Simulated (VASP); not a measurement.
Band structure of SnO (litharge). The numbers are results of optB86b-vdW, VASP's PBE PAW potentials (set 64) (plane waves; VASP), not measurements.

Unless said otherwise, spin-orbit coupling is left out, though it shifts the bands of the heavy elements here.

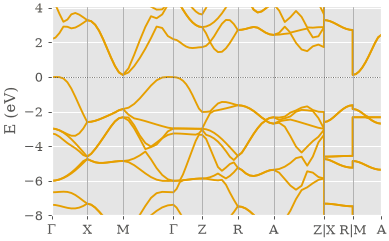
Bands along high-symmetry lines, zero at the valence-band maximum or, without a gap, the Fermi level

Question: Read the plot: is there a gap, and where are the band edges?

Answer: The gap is indirect, 0.12 eV, from the valence maximum at M-Γ at 0.89 to the conduction minimum at M. (Edges off the drawn lines would not show.)

Measured: gap 0.70 eV (computed value off by -0.58 eV), as given by David Waroquiers et al., Physical Review B (2013), arXiv:1302.6756.

The compound is SnO in the litharge structure. It was relaxed first.
